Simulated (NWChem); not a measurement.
# triplet PN: levels of theory compared

Aim: a comparison of 5 runs (U-wB97X/aug-cc-pVTZ, UB3LYP/aug-cc-pVTZ, UBHLYP/aug-cc-pVTZ, UCAM-B3LYP/aug-cc-pVTZ, UM06-2X/aug-cc-pVTZ) of triplet PN. 

Program for the calculation: NWChem 7.3.0.

## Step 1: Starting point

PN: 2 atoms, total charge 0, spin state triplet. SMILES of the parent species: `N#P`. The bond length is the one measured for the parent species. That shape belongs to the parent species and isn't relaxed for this state.

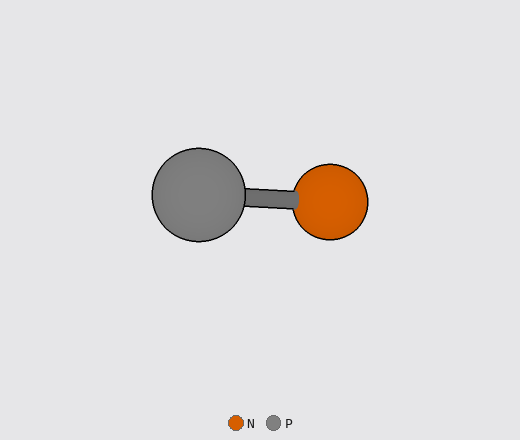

Viewed from a chosen angle; nitrogen orange, phosphorus grey.

## Step 2: The energy at U-wB97X/aug-cc-pVTZ (run 1)

File np.nw:

```
start np
memory stack 880 mb heap 220 mb global 1100 mb

geometry noautosym nocenter noautoz
N      0.000000     0.000000     0.000000
P      0.000000     0.000000     1.490866
end

basis spherical bse
* library aug-cc-pVTZ
end

dft
xc wb97x
mult 3
grid fine
convergence energy 1e-08
maxiter 100
mulliken
noprint "final vectors analysis"
end

task dft energy
```

Launch:

```bash
$ nwchem np.nw > np.out
```

Log:

```text
[...]
          Wavefunction type:  spin polarized.
          No. of atoms     :     2
          No. of electrons :    22
[...]
          Charge           :     0
          Spin multiplicity:     3
[...]
          AO basis - number of functions:    96
[...]
              XC Information
              --------------
                       wb97x  Method XC Functional
                     Hartree-Fock (Exact) Exchange  1.000
                         wb97x Exchange Functional  1.000
                      wb97x Correlation Functional  1.000
[...]
 d= 0,ls=0.0,diis     1   -395.8584749146 -4.33D+02  3.98D-03  1.09D-01     7.1
[...]
 d= 0,ls=0.0,diis    15   -395.9236590424 -1.00D-09  8.41D-08  1.31D-11    77.3
[...]
         Total DFT energy =     -395.923659042365
      One electron energy =     -619.471031370367
           Coulomb energy =      216.298842568323
    Exchange-Corr. energy =      -30.020823183488
 Nuclear repulsion energy =       37.269352943167
[...]
      Total Density - Mulliken Population Analysis
     ---------------------------------------------
    Atom       Charge   Shell Charges
 -----------   ------   -------------------------------------------------------
    1 N    7     7.37   1.95  0.24  0.96  0.51 -0.00  0.95  1.63  1.00  0.05  0.00  0.03  0.04  0.00  0.01
    2 P   15    14.63   2.00  1.86  0.23  1.11  0.66  0.02  5.75  0.59  1.54  0.63  0.01  0.10  0.10  0.01  0.03 -0.01
[...]
      <S2> =      2.0279 (Exact =     2.0000)
[...]
```

It took 78 s on 1 thread of Intel Xeon 6975P-C (Granite Rapids), shared host; peak memory 0.11 GiB.

## Step 3: A single-point energy at UB3LYP/aug-cc-pVTZ (run 2)

File run.nw:

```
start run
memory stack 880 mb heap 220 mb global 1100 mb
charge 0

geometry units angstroms noautosym nocenter noautoz
  N        0.000000       0.000000       0.000000
  P        0.000000       0.000000       1.490866
end

basis spherical bse
  * library aug-cc-pVTZ
end

dft
  xc b3lyp
  mult 3
  grid fine
  convergence energy 1e-08
  iterations 100
  mulliken
  print medium
end

task dft
```

Launch:

```bash
$ nwchem run.nw > run.out
```

Log:

```text
[...]
          Wavefunction type:  spin polarized.
          No. of atoms     :     2
          No. of electrons :    22
[...]
          Charge           :     0
          Spin multiplicity:     3
[...]
          AO basis - number of functions:    96
[...]
              XC Information
              --------------
                         B3LYP Method XC Potential
                     Hartree-Fock (Exact) Exchange  0.200
                        Slater Exchange Functional  0.800 local
                    Becke 1988 Exchange Functional  0.720 non-local
              Lee-Yang-Parr Correlation Functional  0.810
                  VWN I RPA Correlation Functional  0.190 local
[...]
 d= 0,ls=0.0,diis     1   -395.9099279557 -4.33D+02  5.26D-03  1.26D-01     2.4
[...]
 d= 0,ls=0.0,diis    14   -395.9731718934 -1.34D-10  1.77D-08  2.28D-12    22.9
[...]
         Total DFT energy =     -395.973171893374
      One electron energy =     -619.470255528642
           Coulomb energy =      216.289822436349
    Exchange-Corr. energy =      -30.062091744249
 Nuclear repulsion energy =       37.269352943167
[...]
      Total Density - Mulliken Population Analysis
     ---------------------------------------------
    Atom       Charge   Shell Charges
 -----------   ------   -------------------------------------------------------
    1 N    7     7.41   1.94  0.25  0.97  0.53  0.01  0.96  1.61  1.01  0.05  0.00  0.03  0.04  0.00  0.00
    2 P   15    14.59   2.00  1.85  0.24  1.12  0.59  0.02  5.75  0.60  1.53  0.64  0.02  0.10  0.10  0.01  0.03 -0.01
[...]
      <S2> =      2.0170 (Exact =     2.0000)
[...]
```

Wall time 24 s (1 thread of Intel Xeon 6975P-C (Granite Rapids), shared host); peak memory 0.11 GiB.

Runs 3 to 4 aren't shown in full; the table further down has their settings and results.

## Step 4: A single-point energy at UM06-2X/aug-cc-pVTZ (run 5)

File run.py:

```python
from ase import Atoms
from ase.calculators.nwchem import NWChem

atoms = Atoms(['N', 'P'], positions=[
    [0.000000, 0.000000, 0.000000],
    [0.000000, 0.000000, 1.490866],
])

calc = NWChem(
    label='m1',
    theory='dft',
    memory='2200 mb',
    basis='aug-cc-pVTZ',
    basispar='spherical bse',
    dft={'xc': 'm06-2x', 'mult': '3', 'grid': 'fine', 'convergence': 'energy 1e-08', 'iterations': '100', 'mulliken': None},
    task='energy',
)
atoms.calc = calc

e = atoms.get_potential_energy()
print(f"E = {e:.6f} eV")
```

Launch:

```bash
$ export ASE_NWCHEM_COMMAND="nwchem PREFIX.nwi > PREFIX.nwo"
$ python run.py
```

Log:

```text
E = -10773.268565 eV
```

The calculator wrote m1.nwi:

```
title "m1"

permanent_dir m1

scratch_dir m1

start m1

geometry units angstrom nocenter noautosym noautoz
  N  0.0000000000000000e+00 0.0000000000000000e+00 0.0000000000000000e+00
  P  0.0000000000000000e+00 0.0000000000000000e+00 1.4908660000000000e+00
end

memory 2200 mb

basis spherical bse noprint
   * library aug-cc-pVTZ
end

dft
  xc m06-2x
  mult 3
  grid fine
  convergence energy 1e-08
  iterations 100
  mulliken
end

task dft energy
```

m1.nwo:

```text
Northwest Computational Chemistry Package (NWChem) 7.3.0
             --------------------------------------------------------

           Job information
           ---------------

    nwchem branch   = 7.3.0
    use scalapack   = T
    input           = m1.nwi
    prefix          = m1.
    data base       = m1/m1.db
    status          = startup
    nproc           =        1

           Memory information
           ------------------

    heap     =     72089596 doubles =      550.0 Mbytes
    stack    =     72089601 doubles =      550.0 Mbytes
    global   =    144179200 doubles =     1100.0 Mbytes (distinct from heap & stack)
    total    =    288358397 doubles =     2200.0 Mbytes
    verify   = yes
    hardfail = no

[... 72 lines left out ...]
  convergence criterion.
[... 17 lines left out ...]
          Convergence on gradient requested:  5.00D-04
[... 23 lines left out ...]
          Convergence aids based upon iterative change in
[... 28 lines left out ...]
 1-e energy   =    -618.965814
[... 47 lines left out ...]
         Total DFT energy =     -395.910320610029
[... 2 lines left out ...]
    Exchange-Corr. energy =      -30.012252304096
[... 691 lines left out ...]
                     DFT Final Beta Molecular Orbital Analysis
[... 766 lines left out ...]
 center of mass
 --------------
 x =   0.00000000 y =   0.00000000 z =   1.94018227

 moments of inertia (a.u.)
 ------------------
          76.542604986719           0.000000000000           0.000000000000
           0.000000000000          76.542604986719           0.000000000000
           0.000000000000           0.000000000000           0.000000000000

     Multipole analysis of the density
     ---------------------------------

     L   x y z        total         alpha         beta         nuclear
     -   - - -        -----         -----         ----         -------
     0   0 0 0     -0.000000    -12.000000    -10.000000     22.000000

     1   1 0 0      0.000000     -0.000000      0.000000      0.000000
[... 8 lines of this table left out ...]
     2   0 0 2    -11.341848    -71.925107    -58.476815    119.060075

 Task  times  cpu:       29.6s     wall:       29.6s
 Total times  cpu:       29.6s     wall:       29.6s
```

Wall time 31 s (1 thread of Intel Xeon 6975P-C (Granite Rapids), shared host); peak memory 0.11 GiB.

## Step 5: All runs side by side

```csv
run,level,energy (Eh),dipole moment (D),⟨S²⟩,wall time
1,U-wB97X/aug-cc-pVTZ,-395.923659,1.12,2.028,78 s
2,UB3LYP/aug-cc-pVTZ,-395.973172,1.21,2.017,24 s
3,UBHLYP/aug-cc-pVTZ,-395.920666,1.13,2.045,29 s
4,UCAM-B3LYP/aug-cc-pVTZ,-395.936285,1.19,2.023,83 s
5,UM06-2X/aug-cc-pVTZ,-395.910321,1.14,2.019,31 s
```

## Step 6: What came out

| quantity | value |
| --- | --- |
| run 5: total energy | -395.91032 Eh |
| run 5: dipole moment | 1.14 D |
| run 5: HOMO energy (highest over α and β) | -6.16 eV |
| run 5: LUMO energy (lowest over α and β) | -4.89 eV |
| run 5: ⟨S²⟩ | 2.019 |

What this shows: The dipole moment (its size) runs from 1.12 D (U-wB97X/aug-cc-pVTZ) to 1.21 D (UB3LYP/aug-cc-pVTZ). Totals of different functionals can't be ranked against each other. All runs together took 4.1 min, the longest 83 s.
